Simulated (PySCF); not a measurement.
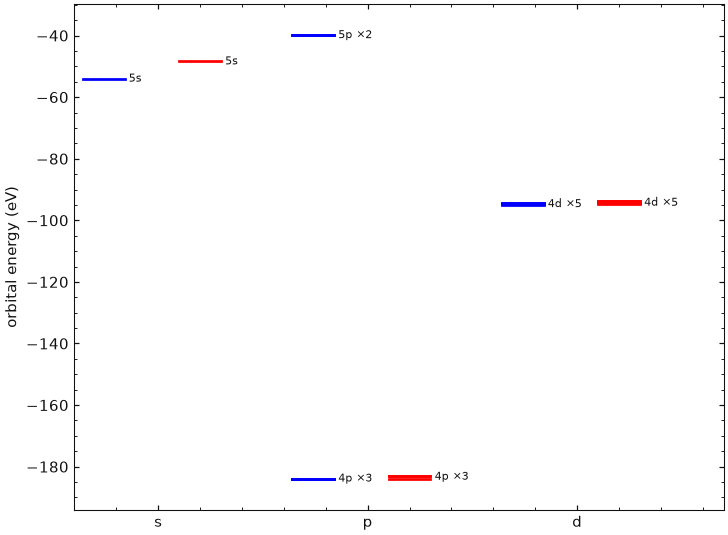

Orbital energies of the mean field, from the top down to −183.9 eV, by angular momentum, α spin at the left of each column and β at the right; ×n counts the orbitals under one label. The highest filled orbital is 5p α at −39.9 eV, the lowest empty one p α at −29.4 eV.

# Atomic calculation, with input and output: I³⁺

- system: I³⁺, configuration 1s2 2s2 2p6 3s2 3p6 3d10 4s2 4p6 4d10 5s2 5p2, multiplicity 3.
- method: unrestricted HF, aug-cc-pwCVTZ-PP with ECP28, scalar-relativistic core potential (PySCF)

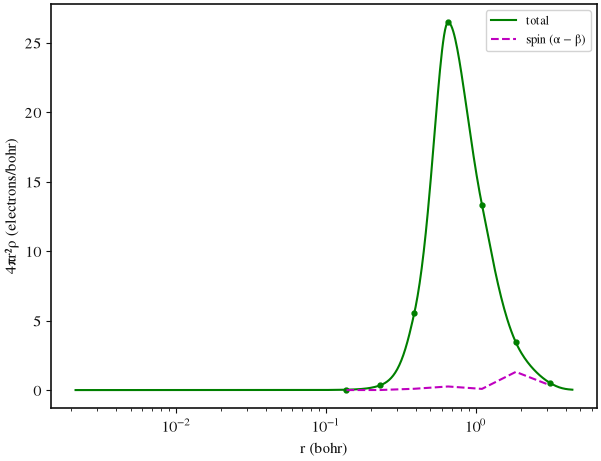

Spherically averaged radial density 4πr²ρ of the mean field (valence electrons alone, under a core potential) and its spin part; markers are the stored points, which are sparse, and the line is a monotone interpolation between them. The largest stored value is 26.5 electrons/bohr at r = 0.66 bohr. Root-mean-square radii of the shells: 4s 0.795, 4p 0.853, 4d 0.991, 5s 1.97, 5p 2.25 bohr.

Input and output of the run follow.

The input:
```python
from pyscf import gto, scf, dft, mp, cc
mol = gto.M(atom="I 0 0 0", charge=3, spin=2, symmetry="D2h",
            basis="aug-cc-pwCVTZ-PP",
            ecp="aug-cc-pwCVTZ-PP")
mf = scf.UHF(mol)
mf.irrep_nelec = {'Ag': (4, 4), 'B1g': (1, 1), 'B2g': (1, 1), 'B3g': (1, 1), 'B1u': (2, 1), 'B2u': (2, 1), 'B3u': (1, 1)}
mf.kernel()
```

The script is an equivalent of what the driver set up; the driver started from orbitals of its own, so the log can be shorter than this script's would be, and it computed the properties (radii, ⟨L²⟩, response) afterwards. It held the occupations shell by shell, which the script's counts by irreducible representation don't always enforce.

The program's output (extracts):
```
damping factor = 0
level_shift factor = 0
DIIS = <class 'pyscf.scf.diis.CDIIS'>
diis_start_cycle = 1
diis_space = 10
diis_damp = 0
SCF conv_tol = 1e-09
SCF conv_tol_grad = None
number electrons alpha = 12  beta = 10
cycle= 1 E= -292.565493580261  delta_E= -0.00395  |g|= 0.0215  |ddm|= 0.0901
cycle= 2 E= -292.565829931239  delta_E= -0.000336  |g|= 0.00704  |ddm|= 0.0268
cycle= 3 E= -292.565872915663  delta_E= -4.3e-05  |g|= 0.000543  |ddm|= 0.0133
cycle= 4 E= -292.565873175358  delta_E= -2.6e-07  |g|= 0.000144  |ddm|= 0.000885
cycle= 5 E= -292.565873187996  delta_E= -1.26e-08  |g|= 3.68e-05  |ddm|= 0.000244
cycle= 6 E= -292.565873188456  delta_E= -4.6e-10  |g|= 4.62e-06  |ddm|= 4.64e-05
converged SCF energy = -292.565873188456  <S^2> = 2.0072102  2S+1 = 3.004803
```

Results in brief:

```tsv
quantity	value
outcome	converged
total energy (valence electrons, under a core potential)	−292.565873 hartree
⟨S²⟩	2.007
⟨L²⟩	2.02
static polarisability	10.6 bohr³
C₆ of the like pair	60.8 hartree bohr⁶
SCF iterations	6
hardware	1 CPU thread, shared host
CPU time	15 s (integrals apart)
```
